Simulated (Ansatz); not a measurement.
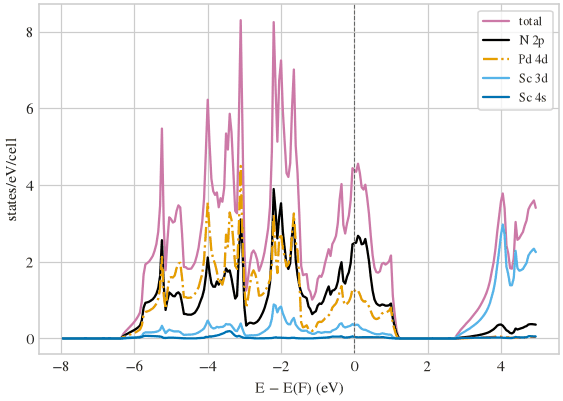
Figure. Total and projected density of states of ScPdN2 in space group R-3m (No. 166; Sc on 3b, Pd on 3a, N on 6c), PBEsol in the plane-wave PAW code Ansatz

**Question.** Which orbitals carry the states next to the Fermi level?

**Answer.** Within 0.5 eV of the Fermi level: N 2p 57 %, Pd 4d 29 %, Sc 3d 8 %. Projections are on Löwdin-orthogonalised atomic valence shells; empty p or d shells of many metals are not among them.

**Question.** Where is the tallest occupied peak in this window, and what makes it?

**Answer.** Near -3.1 eV, about 8.3 states/eV per cell; the largest projected share is Pd 4d.

The start of the workflow was typed in or built on a structure type; neither database checked (COD, Materials Project) lists it. Whether it is the stable phase at ambient conditions was not checked. Symmetry was held in the PBEsol relaxation; its stability against distortions is not shown here. No spin polarisation was allowed. With an odd number of electrons in the cell and no spin polarisation, the count alone makes it a metal. Scalar-relativistic: spin–orbit coupling is off unless named, which matters more the heavier the elements.

Potentials: the later of the program's two PAW sets.
